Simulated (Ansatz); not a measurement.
# r2SCAN/STO-3G run of H2S2 (SMILES SS)

What is the vertical ionisation energy of H2S2 at r2SCAN/STO-3G? 

The calculation is run with Ansatz 0.2.0.

44 further runs of the same task are left out: 10 that didn't finish, 34 set aside as unsound or not needed.

**1. The structure to begin with**

The species is H2S2 (4 atoms), meant as a singlet with charge 0. As SMILES, `SS`. The shape is that of a PBE0-D4/def2-TZVP optimisation.

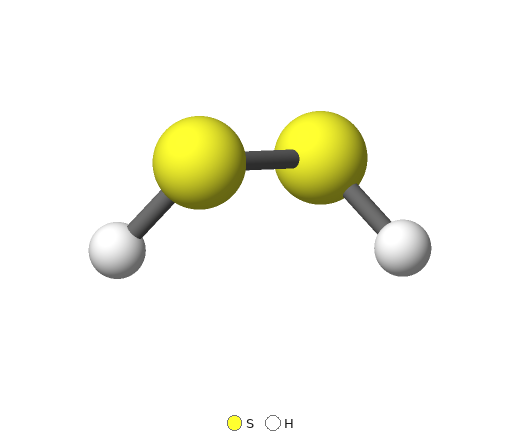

Viewed from a chosen angle; sulfur yellow, hydrogen white.

**2. The energy at r2SCAN/STO-3G**

Input file in.yaml:

```yaml
crystal:
  periodic: [false, false, false]
  atoms:
    - {symbol: S, position_ang: [0.784480, -0.789210, 0.166690]}
    - {symbol: S, position_ang: [0.060220, 1.121560, 0.067360]}
    - {symbol: H, position_ang: [-0.225420, -1.352590, 0.856880]}
    - {symbol: H, position_ang: [-0.619290, 1.020250, -1.090950]}
basis:
  gaussian:
    orbitals: STO-3G
magnetization:
  spin_polarized: false
hamiltonian:
  xc: {name: r2SCAN}
accuracy: high
```

Started as:

```sh
$ ansatz run in.yaml --threads 1 --pin off --max-ram 3480MiB --events-out events.jsonl --progress --plain --runs-dir runs
```

Output:

```text
Warning: RAYON_NUM_THREADS=1 ignored (pool sized by the plan → 1); use --threads N
Functional definition: r2SCAN
  name "r2SCAN"
  parameter k0 = 0.174
  parameter k1 = 0.065
  parameter a1 = 4.9479
  exchange = r2scan_x(k0 = k0, k1 = k1, a1 = a1)
  correlation = r2scan_c
344 factors; integrals over basis functions are off by at most 1.3e-8 eV
mean field evaluation 1: about -21461.5034 eV, gradient 4.2e0 eV
mean field evaluation 2: about -21461.5951 eV, gradient 9.0e-1 eV
mean field evaluation 4: about -21461.5679 eV, gradient 1.4e-1 eV
mean field evaluation 8: about -21461.5680 eV, gradient 3.7e-4 eV
mean field -21461.56799055 eV, -788.6980764796 hartree, gradient 1.7e-8 eV, S^2 0.000000; 0 other end points of the search recorded, 0 dependent functions left out
reference -21461.56799087 eV, -788.6980764912 hartree; 17, 17 occupied and 3, 3 virtual orbitals, 344 factors
Total energy: -21461.56799087 eV, -788.6980764912 hartree
```

It took 1 s on 1 thread of Intel Xeon 6975P-C (Granite Rapids), shared host; peak memory 0.16 GiB.

**3. The doublet cation at the same level**

Input file in.yaml:

```yaml
crystal:
  periodic: [false, false, false]
  atoms:
    - symbol: S
      position_ang: [0.784480, -0.789210, 0.166690]
    - symbol: S
      position_ang: [0.060220, 1.121560, 0.067360]
    - symbol: H
      position_ang: [-0.225420, -1.352590, 0.856880]
    - symbol: H
      position_ang: [-0.619290, 1.020250, -1.090950]
basis:
  gaussian:
    orbitals: STO-3G
hamiltonian:
  xc: {name: r2SCAN}
magnetization:
  spin_polarized: true
  initial_magnetization: 1
total_charge: 1
accuracy: high
```

Started as:

```sh
$ ansatz run in.yaml --threads 1 --pin off --max-ram 3480MiB --events-out events.jsonl --progress --plain --runs-dir runs
```

Output:

```text
Warning: RAYON_NUM_THREADS=1 ignored (pool sized by the plan → 1); use --threads N
Functional definition: r2SCAN
  name "r2SCAN"
  parameter k0 = 0.174
  parameter k1 = 0.065
  parameter a1 = 4.9479
  exchange = r2scan_x(k0 = k0, k1 = k1, a1 = a1)
  correlation = r2scan_c
344 factors; integrals over basis functions are off by at most 1.3e-8 eV
mean field evaluation 1: about -21454.3694 eV, gradient 4.2e0 eV
mean field evaluation 2: about -21452.0491 eV, gradient 1.5e1 eV
mean field evaluation 4: about -21453.4743 eV, gradient 9.4e0 eV
mean field evaluation 8: about -21454.4454 eV, gradient 2.8e0 eV
mean field evaluation 16: about -21454.5400 eV, gradient 1.6e-8 eV
mean field evaluation 32: about -21454.5307 eV, gradient 1.9e-4 eV
mean field -21454.54001683 eV, -788.4398032090 hartree, gradient 1.7e-8 eV, S^2 0.750337; 3 other end points of the search recorded, 0 dependent functions left out
reference -21454.54001748 eV, -788.4398032330 hartree; 17, 16 occupied and 3, 4 virtual orbitals, 344 factors
Total energy: -21454.54001748 eV, -788.4398032330 hartree
```

Run time: 4.8 s. Hardware: 1 thread of Intel Xeon 6975P-C (Granite Rapids), shared host; peak memory 0.23 GiB.

**4. What came out**

At r2SCAN/STO-3G:

| quantity | value |
| --- | --- |
| singlet H2S2: total energy | -788.69808 Eh |
| doublet cation: total energy | -788.43980 Eh |
| doublet cation: ⟨S²⟩ | 0.750 |
| vertical ionisation energy (to the doublet cation) | 7.028 eV |

**Reading.** Removing an electron at fixed nuclei costs 7.03 eV (162 kcal/mol). In a minimal basis such a difference can be off by several eV, whatever the method.
